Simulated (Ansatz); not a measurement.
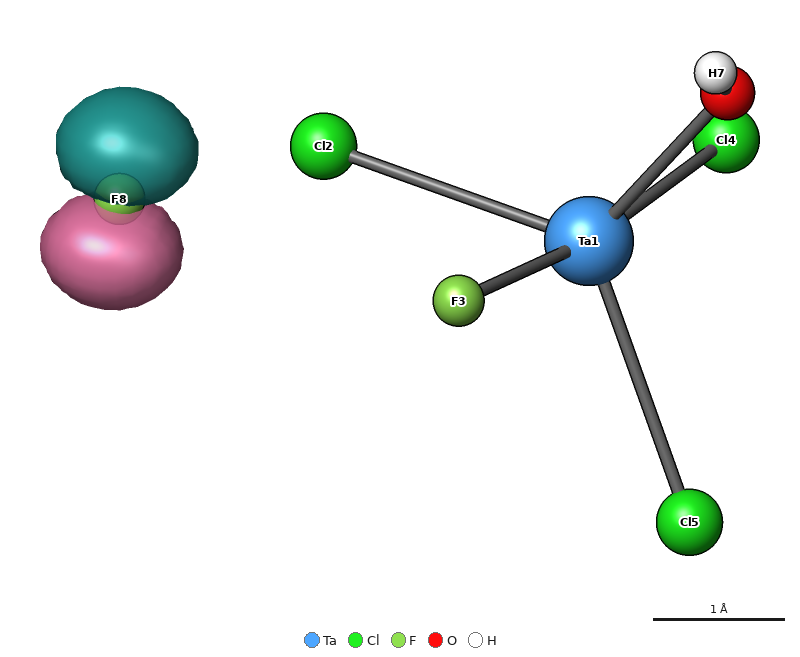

Figure. Cl$_{3}$FHOTa···F (doublet). The HOMO−1 (α) at ±0.4 Å⁻³ᐟ² (teal and pink are the two phases), seen from one side.

Core potentials replace the inner electrons of Ta.

These are results of UKS PBE/def2-SVP in Ansatz 0.2.0, not measurements.

| atom | x (Å) | y (Å) | z (Å) |
| --- | --- | --- | --- |
| Ta | 0.0892 | 0.0806 | -0.2076 |
| Cl | 2.3408 | -0.0554 | -0.9084 |
| F | 0.7352 | 0.0245 | 1.5710 |
| Cl | -0.4912 | -0.0122 | -2.4800 |
| Cl | -0.9668 | 2.0884 | 0.1646 |
| O | -0.9376 | -1.4573 | 0.1526 |
| H | -0.9814 | -1.9447 | 0.9987 |
| F | 3.5505 | -0.0998 | 0.9449 |

Describe this orbital and give its energy.

Answer. Its weight (Hirshfeld) is mainly on F8 (about 90 %); largely a lone pair of F8. Its energy is −7.44 eV.
